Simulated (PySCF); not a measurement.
System: C₃H₈GeS, SMILES C=C[CH2][GeH2][SH], singlet.

Vertical TDDFT excitations, CAM-B3LYP/def2-SVPD in PySCF 2.14.0, at a PBE0-D3(BJ)/def2-SVP geometry (no frequency check), gas phase.

### Predict the low-lying singlet excitations and the spectrum.

The lowest singlet lies at 5.81 eV (213 nm, f = 0.029); the brightest of the first 10 is S3 at 6.43 eV (193 nm), f = 0.135, mixed, the largest part being HOMO → LUMO+1 (40 %). No singlet lies below 3.1 eV (beyond 400 nm), so at this level no vertical transition falls in the visible.


| state | E (eV) | λ (nm) | f | main character |
| --- | --- | --- | --- | --- |
| S1 | 5.81 | 213 | 0.029 | HOMO → LUMO (52 %) |
| S2 | 6.23 | 199 | 0.013 | HOMO → LUMO+2 (30 %) |
| S3 | 6.43 | 193 | 0.135 | HOMO → LUMO+1 (40 %) |
| S4 | 6.70 | 185 | 0.061 | HOMO−1 → LUMO (71 %) |
| S5 | 6.85 | 181 | 0.005 | HOMO → LUMO+2 (48 %) |
| S6 | 7.02 | 177 | 0.095 | HOMO−1 → LUMO+1 (69 %) |
| S7 | 7.19 | 172 | 0.013 | HOMO−1 → LUMO+2 (48 %) |
| S8 | 7.52 | 165 | 0.054 | HOMO → LUMO+3 (23 %) |
| S9 | 7.62 | 163 | 0.070 | HOMO → LUMO+5 (49 %) |
| S10 | 7.64 | 162 | 0.095 | HOMO → LUMO+4 (31 %) |

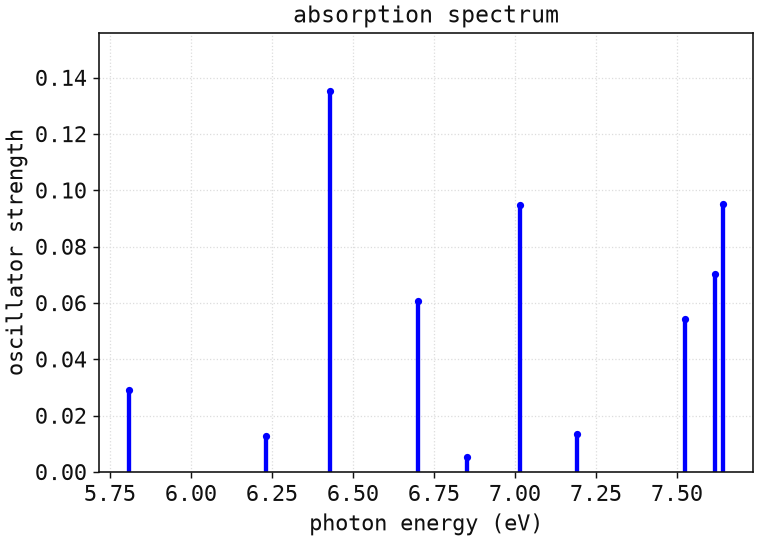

Only the first 10 singlet excitations are included.

Note: one conformer of a flexible molecule; core orbitals are frozen in the response.
